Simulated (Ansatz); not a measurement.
# CH4F2SiSn (SMILES F[SiH](F)[CH2][SnH]): what the fields show

```tsv
atom	x (Å)	y (Å)	z (Å)
C	0.9554	-0.3888	1.0277
F	1.7866	-0.7731	-1.7403
F	1.7100	1.5744	-0.6851
Si	2.0883	-0.0137	-0.3451
Sn	0.4301	1.7482	1.5702
H	0.0563	-0.9401	0.7158
H	1.4530	-0.9097	1.8599
H	2.0849	1.9948	2.1982
H	3.5462	-0.0524	-0.1012
```

Geometry: PBE0-D3(BJ)/def2-SVP; core potentials replace the inner electrons of Sn.

All numbers below come from isolated molecule in a Gaussian basis; Kohn-Sham density functional theory, functional PBE0 in Ansatz 0.2.0.

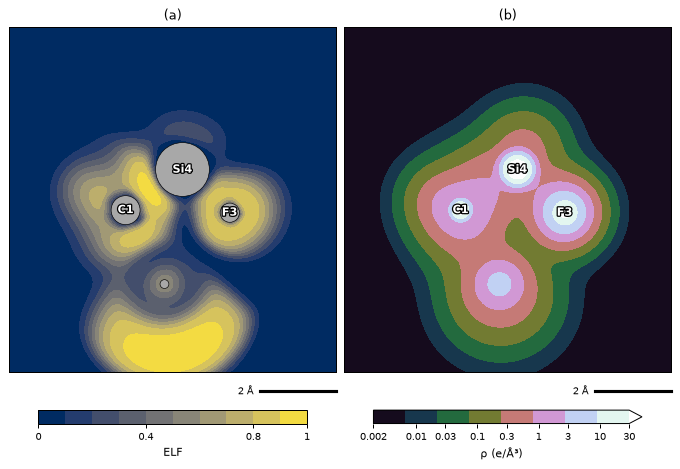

Figure 1. (a) ELF; (b) electron density on the plane of atoms C1, Si4 and F3. Grey discs cover the atomic cores in the ELF map.

### What does the map show?

- Atoms in the plane: C, F and Si.
- C–Si (1.82 Å): the density is about 1 e/Å³ at the midpoint; the ELF peaks at about 0.95 between the atoms: a shared electron pair.
- Si–F (1.67 Å): ρ at the midpoint is about 1 e/Å³; the ELF peaks at about 0.85 in the valence shell of F, 0.6 Å from its nucleus, and is about 0.55 at the midpoint.
- The ELF also peaks beside F3, away from the bonds: lone-pair regions.

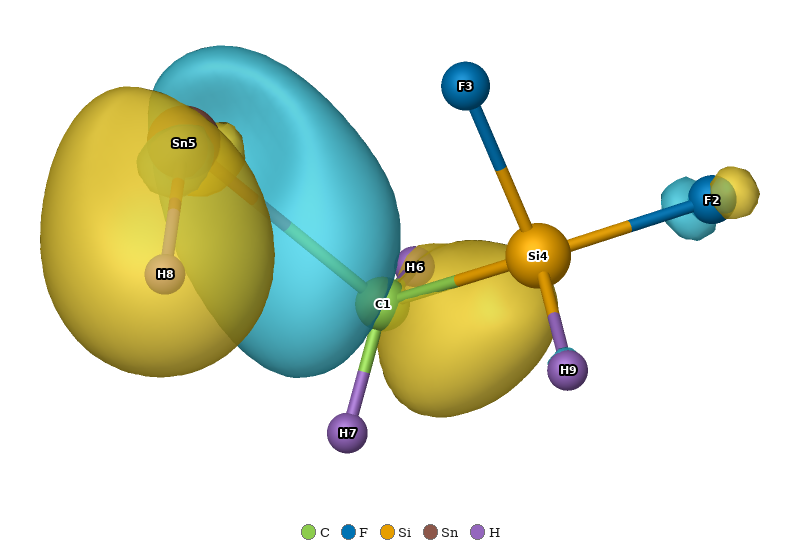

Figure 2. The HOMO−1 at ±0.15 Å⁻³ᐟ² (yellow and cyan are the two phases), seen from one side.

### Where does this orbital lie, and at what energy?

By Hirshfeld shares it lies mainly on Sn5 (about 35 %), C1 (about 30 %), H8 (about 25 %) and Si4 (about 5 %). Its energy is −8.00 eV.

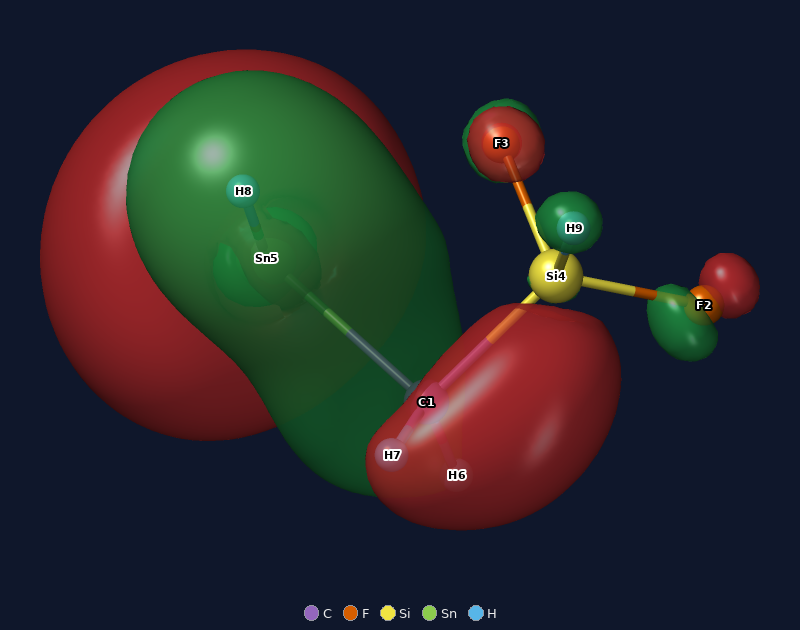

Figure 3. One frontier orbital at ±0.06 Å⁻³ᐟ² (green and red are the two phases), seen at a tilt.

### Which orbital is it: HOMO or LUMO?

The HOMO, at −6.65 eV. By Hirshfeld shares it lies mainly on Sn5 (about 65 %), C1 (about 15 %) and H8 (about 15 %).
